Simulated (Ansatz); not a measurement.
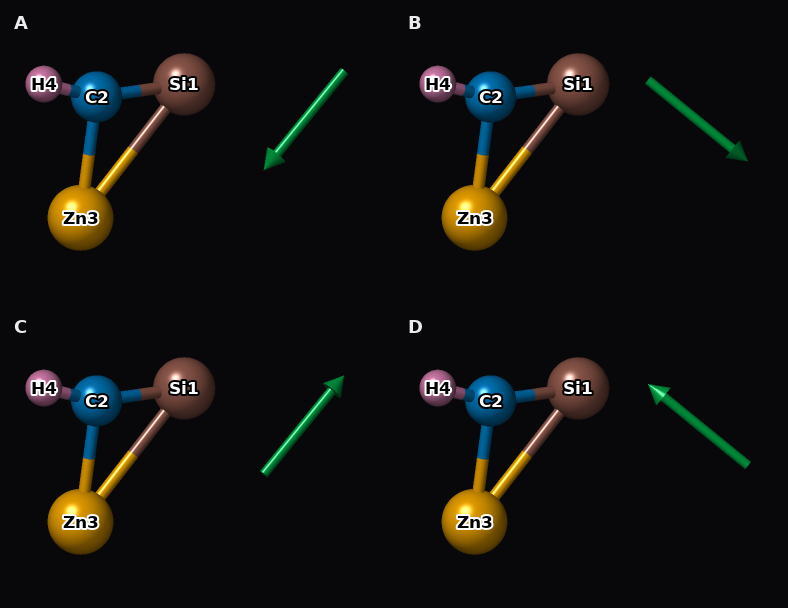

The same molecule four times, each with an arrow. Charge 0, doublet. The geometry was computed by an optimisation with PBE-D4/def2-SVP. No frequency run is at hand to confirm it as a minimum. Level of theory: UKS PBE-D4/def2-SVP (Ansatz 0.2.0).

### Which arrow points along the dipole moment, from the negative to the positive end?

A. The dipole moment is 1.28 D; it points from the side of Si1 to the side of Zn3 (the outermost atoms at the two ends).
